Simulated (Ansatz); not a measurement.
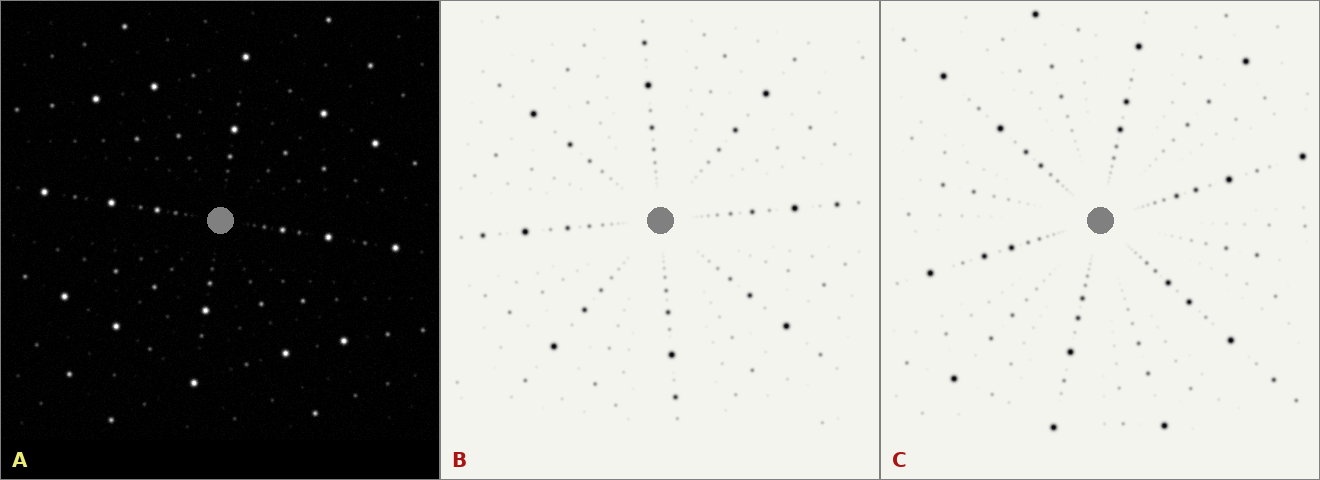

Simulated back-reflection Laue patterns (white X-rays, 0.45 to 2.2 Å, flat plate covering ±45° about the beam, kinematic intensities, seen from the source). Crystal: RuS, space group Fm-3m (No. 225), a = 4.84 Å. Structure: the input geometry of an electronic-structure calculation (not necessarily at equilibrium); the starting structure was generated, so it need not be a known form of this composition.

> The directions [001], [110], [111] point towards the source, in some order. Which is which?

A: [110], symmetry 2mm (a twofold axis with two mirror lines). B: [001], symmetry 4mm (a fourfold axis with mirror lines). C: [111], symmetry 3m (a threefold axis with three mirror lines). The Laue class is m-3m.
